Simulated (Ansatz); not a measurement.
```tsv
atom	x (Å)	y (Å)	z (Å)
Al	1.4532	1.0158	-0.4455
B	1.6390	-1.7640	0.1170
Cl	0.3090	2.7237	0.1028
N	0.9836	-0.5439	0.3665
H	1.2996	-2.7807	0.6757
H	2.5575	-1.7767	-0.6746
H	0.2143	-0.5597	1.0365
```

Geometry: B3LYP-D3(BJ)/def2-SVP.

Method: isolated molecule in a Gaussian basis; Kohn-Sham density functional theory, functional PBE0 in Ansatz 0.2.0.

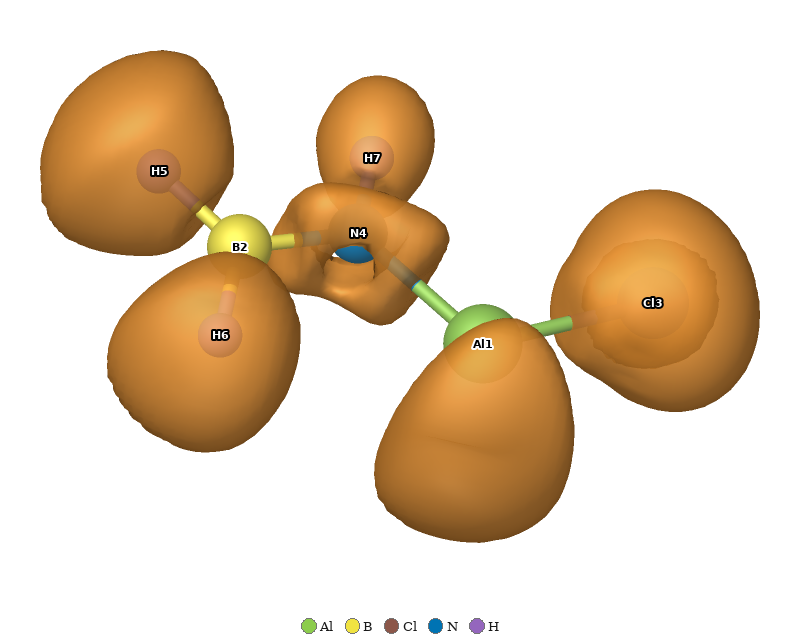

AlBClH$_{3}$N (SMILES B[NH][Al][Cl]) (doublet). Isosurface of the electron localisation function at 0.8 (orange), seen at a tilt. Only the valence region is drawn (cores and ρ < 0.01 e/Å³ removed).

### Identify the bonds, lone pairs and shells in this picture.

At this value the surface marks out three regions around hydrogen nuclei, one region on Cl in which the atom's valence shell and bonds are merged, one region on N in which the atom's valence shell and bonds are merged and one lobe on Al, pointing away from the bonds (non-bonding electrons). Along the contacts the grid gives the following. B–N (1.41 Å): the ELF peaks at about 0.90 between the atoms; a polar covalent bond. Al–N (1.82 Å): the ELF peaks at about 0.90 in the valence shell of N, 0.7 Å from its nucleus, and is about 0.70 at the midpoint.
